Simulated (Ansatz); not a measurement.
# Run report: SiN3H7, geometry relaxation (part 2 of 2)

Continued. System: SiN3H7, SMILES N[SiH](N)N. Method: RKS PBE0/cc-pVDZ (Ansatz 0.2.0). It belongs to a series of runs on one base structure; here: end point B relaxed.

Geometry of the input (Å):
```
N  -1.1006  0.7346  -0.2628
Si 0.4315  0.3475  -0.0277
N  0.6085  -0.6867  -1.2969
N  1.1920  1.6969  -0.6033
H  -1.1799  1.5977  -0.8833
H  -1.5022  1.1043  0.6274
H  0.8578  -0.1051  1.3211
H  1.6616  -0.8845  -1.3515
H  0.3890  -0.2384  -2.1376
H  1.2241  2.3773  0.0908
H  0.4234  2.0973  -1.2800
```

**Trajectory as extended XYZ, continued**
```
11
Properties=species:S:1:pos:R:3:forces:R:3 step=6 energy=-12455.23127
N    -1.3455    0.7308   -0.1831   -0.0221  -0.0758   0.2558
Si    0.3963    0.4814   -0.1345    0.0357   0.1467  -0.3595
N     0.7580   -0.7648   -1.3067   -0.1564   0.0945  -0.4637
N     1.4023    1.8902   -0.4572    0.0017   0.0932  -0.1958
H    -1.7115    1.4533   -0.8021    0.1666  -0.0683   0.0024
H    -1.7606    0.8818    0.7355   -0.0071  -0.0664  -0.0673
H     0.7845    0.0214    1.2388   -0.1650   0.0911   0.0107
H     1.7154   -0.7894   -1.6591   -0.1285   0.0310   0.0844
H     0.1151   -0.8241   -2.1061    0.2203  -0.0106   0.4401
H     1.3584    2.6261    0.2465    0.0319  -0.0246   0.0160
H     1.2925    2.3342   -1.3757    0.0230  -0.2111   0.2770
11
Properties=species:S:1:pos:R:3:forces:R:3 step=7 energy=-12455.28682
N    -1.3383    0.6946   -0.1762   -0.2285   0.0645  -0.0466
Si    0.3979    0.4995   -0.1401    0.0708   0.0472   0.1353
N     0.7785   -0.7008   -1.3318   -0.0295   0.0015  -0.2355
N     1.4278    1.8812   -0.4336    0.1100   0.1602  -0.0845
H    -1.7185    1.3360   -0.8723    0.0407  -0.0958   0.0585
H    -1.7643    0.9134    0.7218    0.0177  -0.0160  -0.0276
H     0.7126    0.0794    1.2651   -0.0301   0.0187  -0.0119
H     1.6804   -0.6498   -1.7980   -0.1125  -0.0079   0.0041
H     0.0350   -0.9493   -1.9811    0.1389  -0.0405   0.1167
H     1.4422    2.6013    0.2865    0.0171  -0.0533  -0.0084
H     1.3516    2.3355   -1.3440    0.0054  -0.0786   0.0999
11
Properties=species:S:1:pos:R:3:forces:R:3 step=8 energy=-12455.26194 accepted=F
N    -1.3462    0.6682   -0.1773   -0.1446   0.1761  -0.1604
Si    0.3983    0.5226   -0.1348    0.0302  -0.0138   0.1562
N     0.7939   -0.6422   -1.3542   -1.0216  -0.6038  -1.0205
N     1.4627    1.8805   -0.4097    0.0442   0.0978  -0.0420
H    -1.7463    1.2170   -0.9433    0.0561  -0.1609   0.2217
H    -1.7835    0.9520    0.6983    0.0361   0.0071  -0.1041
H     0.6734    0.1227    1.2876    0.0107  -0.0059  -0.0549
H     1.6315   -0.5205   -1.9326   -0.5254  -0.1366   0.2220
H    -0.0217   -1.0888   -1.8602    1.5287   0.7137   0.7567
H     1.5424    2.5744    0.3307   -0.0112  -0.0619  -0.0296
H     1.4005    2.3550   -1.3084   -0.0031  -0.0119   0.0550
11
Properties=species:S:1:pos:R:3:forces:R:3 step=9 energy=-12455.30051
N    -1.3415    0.6731   -0.1746   -0.1508   0.0791   0.0684
Si    0.3979    0.5129   -0.1176    0.0400  -0.0430  -0.0830
N     0.7718   -0.6471   -1.3445    0.0277  -0.0861  -0.1925
N     1.4516    1.8708   -0.4258    0.0769   0.1689   0.0793
H    -1.7306    1.2516   -0.9177    0.0191  -0.0563   0.0441
H    -1.7791    0.9389    0.7044   -0.0234   0.0097  -0.0169
H     0.7033    0.0914    1.2911   -0.0379   0.0436  -0.0392
H     1.6486   -0.5788   -1.8501   -0.0660  -0.0156   0.0086
H     0.0139   -0.9833   -1.9301    0.0873  -0.0492   0.0850
H     1.4971    2.5872    0.2955    0.0368  -0.0077  -0.0050
H     1.3721    2.3242   -1.3345   -0.0096  -0.0435   0.0511
11
Properties=species:S:1:pos:R:3:forces:R:3 step=10 energy=-12455.31670
N    -1.3465    0.6770   -0.1657   -0.0363   0.0109   0.0531
Si    0.3953    0.5220   -0.1274    0.0251  -0.0749  -0.0409
N     0.7703   -0.6190   -1.3732   -0.0709   0.0669   0.0173
N     1.4623    1.8762   -0.4108    0.0443   0.0475   0.0374
H    -1.7536    1.1884   -0.9454   -0.0179  -0.0078   0.0187
H    -1.7783    0.9908    0.7002   -0.0128   0.0097  -0.0359
H     0.6930    0.0965    1.2815   -0.0240   0.0310  -0.0191
H     1.6303   -0.5404   -1.9004   -0.0317  -0.0529  -0.0506
H     0.0157   -1.0688   -1.8783    0.1121  -0.0327   0.0131
H     1.5304    2.5736    0.3266    0.0181  -0.0152  -0.0176
H     1.3862    2.3445   -1.3108   -0.0061   0.0174   0.0244
11
Properties=species:S:1:pos:R:3:forces:R:3 step=11 energy=-12455.32996
N    -1.3543    0.6906   -0.1557   -0.0048   0.0270  -0.1780
Si    0.3910    0.5392   -0.1552    0.0201   0.0596   0.3743
N     0.7479   -0.5557   -1.4367   -0.3669  -0.3308  -0.4499
N     1.4737    1.8934   -0.3997   -0.0239  -0.0226  -0.0715
H    -1.8024    1.1119   -0.9701    0.0784  -0.0556   0.1346
H    -1.7806    1.0581    0.6914    0.0390  -0.0118  -0.0288
H     0.6865    0.1111    1.2693   -0.0271   0.0479  -0.2293
H     1.6218   -0.5681   -1.9507   -0.0929   0.0211   0.1575
H     0.0471   -1.2004   -1.8135    0.4035   0.3387   0.2728
H     1.6006    2.5355    0.3792   -0.0293  -0.0629  -0.0263
H     1.3739    2.4254   -1.2619    0.0039  -0.0105   0.0446
11
Properties=species:S:1:pos:R:3:forces:R:3 step=12 energy=-12455.37890
N    -1.3584    0.6831   -0.1512    0.0991   0.0093  -0.0200
Si    0.3854    0.5421   -0.1693    0.0037   0.0529   0.2881
N     0.6795   -0.4391   -1.5630    0.0143  -0.0905  -0.1658
N     1.4826    1.8853   -0.4015   -0.0832  -0.0665  -0.0038
H    -1.7822    1.1154   -0.9669   -0.0720   0.0261  -0.0519
H    -1.7731    1.0754    0.6887   -0.0100   0.0111   0.0375
H     0.7005    0.0865    1.2413    0.0000  -0.0424  -0.2159
H     1.6302   -0.6058   -1.8722    0.0438   0.0217   0.0717
H     0.0955   -1.2481   -1.7419   -0.0285  -0.0060   0.0813
H     1.5951    2.5197    0.3835    0.0096   0.0169   0.0400
H     1.3499    2.4262   -1.2511    0.0232   0.0676  -0.0612
11
Properties=species:S:1:pos:R:3:forces:R:3 step=13 energy=-12455.36273 accepted=F
N    -1.3419    0.7384   -0.1649   -0.1753  -0.1940   0.2543
Si    0.3894    0.5343   -0.1760   -0.2241   0.3765  -0.7552
N     0.6679   -0.4239   -1.6143   -0.0068   0.0571   0.2772
N     1.4296    1.9138   -0.4105    0.2930   0.0037   0.2215
H    -1.8434    1.1044   -0.9697    0.1853   0.0050  -0.0025
H    -1.7719    1.0751    0.6913   -0.0011  -0.0079  -0.0194
H     0.7301    0.0123    1.1825    0.0205  -0.0162   0.1031
H     1.6448   -0.6319   -1.8069   -0.0622  -0.0719  -0.0357
H     0.1064   -1.2700   -1.6762    0.0933  -0.0165  -0.0485
H     1.6118    2.5071    0.3933    0.0051  -0.0032  -0.0139
H     1.3823    2.4813   -1.2524   -0.1277  -0.1325   0.0190
11
Properties=species:S:1:pos:R:3:forces:R:3 step=14 energy=-12455.38953
N    -1.3568    0.6968   -0.1567    0.0215  -0.0089  -0.0074
Si    0.3835    0.5436   -0.1838   -0.0050   0.0571   0.2091
N     0.6769   -0.4374   -1.5789    0.0031  -0.0746  -0.1656
N     1.4703    1.8938   -0.4063   -0.0085  -0.0383   0.0328
H    -1.7921    1.1357   -0.9631   -0.0356   0.0168  -0.0440
H    -1.7649    1.0788    0.6911   -0.0103   0.0097   0.0393
H     0.7120    0.0548    1.2050   -0.0012  -0.0165  -0.0879
H     1.6372   -0.6244   -1.8429    0.0706   0.0142   0.0274
H     0.1078   -1.2656   -1.7127   -0.0449  -0.0269   0.0424
H     1.5913    2.5136    0.3892    0.0086   0.0110   0.0351
H     1.3399    2.4512   -1.2448    0.0016   0.0564  -0.0812
11
Properties=species:S:1:pos:R:3:forces:R:3 step=15 energy=-12455.39350
N    -1.3584    0.7067   -0.1611   -0.0020  -0.0073   0.0124
Si    0.3810    0.5466   -0.1950    0.0075  -0.0167   0.0060
N     0.6742   -0.4377   -1.5982   -0.0091   0.0162  -0.0098
N     1.4633    1.9013   -0.4102    0.0054   0.0022   0.0038
H    -1.8019    1.1497   -0.9618   -0.0043   0.0038  -0.0067
H    -1.7603    1.0802    0.6944   -0.0057   0.0033  -0.0018
H     0.7194    0.0316    1.1773   -0.0016   0.0038  -0.0068
H     1.6454   -0.6357   -1.8196   -0.0053  -0.0092   0.0044
H     0.1158   -1.2815   -1.6847    0.0114  -0.0037   0.0011
H     1.5944    2.5063    0.3958    0.0021   0.0052  -0.0003
H     1.3321    2.4733   -1.2408    0.0015   0.0024  -0.0023
11
Properties=species:S:1:pos:R:3:forces:R:3 step=16 energy=-12455.39358
N    -1.3592    0.7059   -0.1599    0.0042   0.0013  -0.0056
Si    0.3811    0.5462   -0.1958   -0.0072   0.0216   0.0041
N     0.6724   -0.4343   -1.6028   -0.0099  -0.0187  -0.0018
N     1.4640    1.9017   -0.4097   -0.0061  -0.0063   0.0050
H    -1.8036    1.1469   -0.9618    0.0061  -0.0048   0.0073
H    -1.7615    1.0818    0.6944    0.0006   0.0010  -0.0024
H     0.7202    0.0306    1.1754    0.0020  -0.0041  -0.0025
H     1.6445   -0.6372   -1.8160    0.0063   0.0021  -0.0024
H     0.1176   -1.2817   -1.6830    0.0049   0.0125   0.0016
H     1.5954    2.5072    0.3961   -0.0012  -0.0024  -0.0038
H     1.3343    2.4739   -1.2406    0.0003  -0.0022   0.0005
11
Properties=species:S:1:pos:R:3:forces:R:3 step=17 energy=-12455.39358 accepted=F
N    -1.3587    0.7063   -0.1585    0.0033  -0.0036  -0.0059
Si    0.3812    0.5464   -0.1954   -0.0057   0.0042   0.0045
N     0.6704   -0.4348   -1.6026   -0.0043  -0.0066  -0.0009
N     1.4640    1.9015   -0.4093   -0.0003  -0.0003   0.0035
H    -1.8036    1.1360   -0.9660    0.0024   0.0011   0.0018
H    -1.7609    1.0931    0.6908   -0.0008   0.0000   0.0025
H     0.7226    0.0296    1.1748    0.0019  -0.0009  -0.0011
H     1.6423   -0.6339   -1.8203    0.0020   0.0019   0.0015
H     0.1184   -1.2841   -1.6797    0.0004   0.0036  -0.0012
H     1.5994    2.5028    0.3989   -0.0002   0.0005  -0.0030
H     1.3300    2.4779   -1.2365    0.0012   0.0000  -0.0016
11
Properties=species:S:1:pos:R:3:forces:R:3 step=18 energy=-12455.39361
N    -1.3592    0.7056   -0.1591   -0.0006   0.0005   0.0003
Si    0.3807    0.5466   -0.1949    0.0006  -0.0019  -0.0002
N     0.6717   -0.4339   -1.6023   -0.0002   0.0002   0.0005
N     1.4637    1.9013   -0.4088   -0.0001   0.0012   0.0001
H    -1.8030    1.1438   -0.9626    0.0006  -0.0002  -0.0006
H    -1.7618    1.0847    0.6936   -0.0001   0.0004   0.0003
H     0.7209    0.0289    1.1753    0.0003   0.0001  -0.0004
H     1.6438   -0.6348   -1.8176    0.0001   0.0001   0.0001
H     0.1176   -1.2815   -1.6825   -0.0001   0.0003  -0.0001
H     1.5949    2.5079    0.3960   -0.0001  -0.0002   0.0004
H     1.3356    2.4721   -1.2409   -0.0003  -0.0004  -0.0004
```

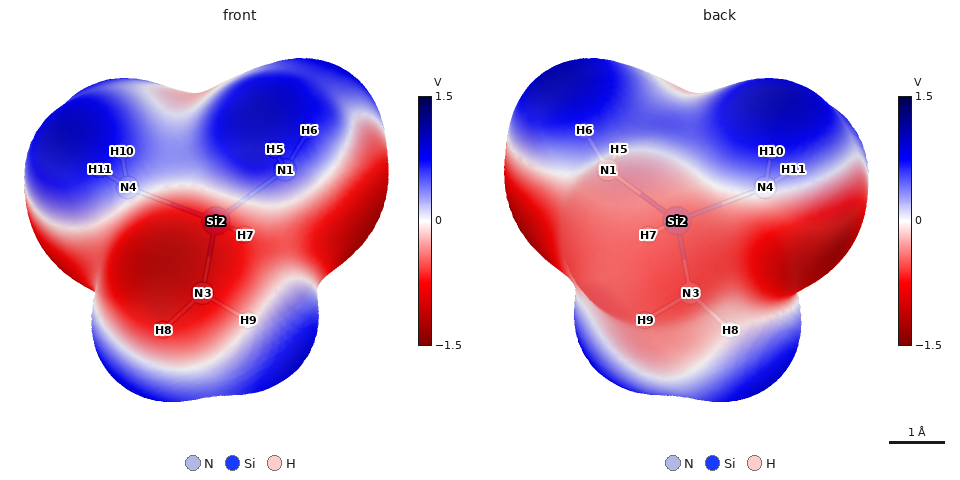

**Figure 1.** The electrostatic potential painted on the density surface at 0.001 e/bohr³, seen at a tilt and from behind; red is negative and blue positive.

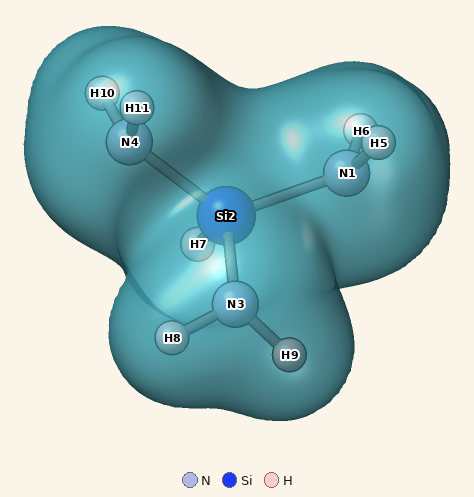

**Figure 2.** Isosurface of the electron density at 0.05 e/Å³ (cyan), seen at a tilt. At this value the surface is in one piece. On the grid the lowest density along these lines, outside the cores, is 0.82 e/Å³ (Si–N, 1.74 Å), 2.2 e/Å³ (N–H, 1.02 Å) and 0.73 e/Å³ (Si–H, 1.50 Å).

**Key numbers**

- outcome: converged
- total energy: −12455.3936 eV
- mean-field energy: −12455.3936 eV
- largest force (length of the vector) at the end: 0.002 eV/Å
- wall time: 30 s (CPU time 58 s)
- peak memory: 0.23 GiB
